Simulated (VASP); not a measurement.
Band structure of GaSb (zinc blende). Calculation: PBE GGA with D3 dispersion (zero damping), VASP's PBE PAW potentials (set 64) (plane waves; VASP 6.6.1).

Unless said otherwise, spin-orbit coupling is left out, though it shifts the bands of the heavy elements here.

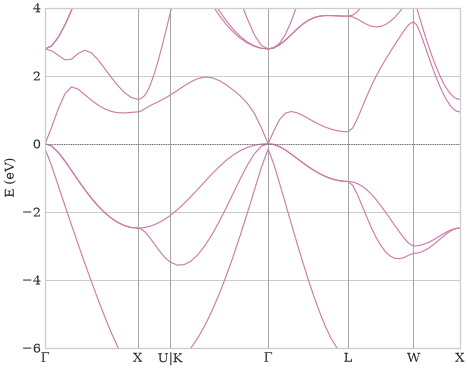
*Bands along high-symmetry lines, zero at the valence-band maximum or, without a gap, the Fermi level*

Question: Read the plot: is there a gap, and where are the band edges?

Answer: It has no gap at this level: it comes out as a metal or semimetal. (Edges off the drawn lines would not show.)

The compound is GaSb in the zinc blende structure. It was relaxed first.
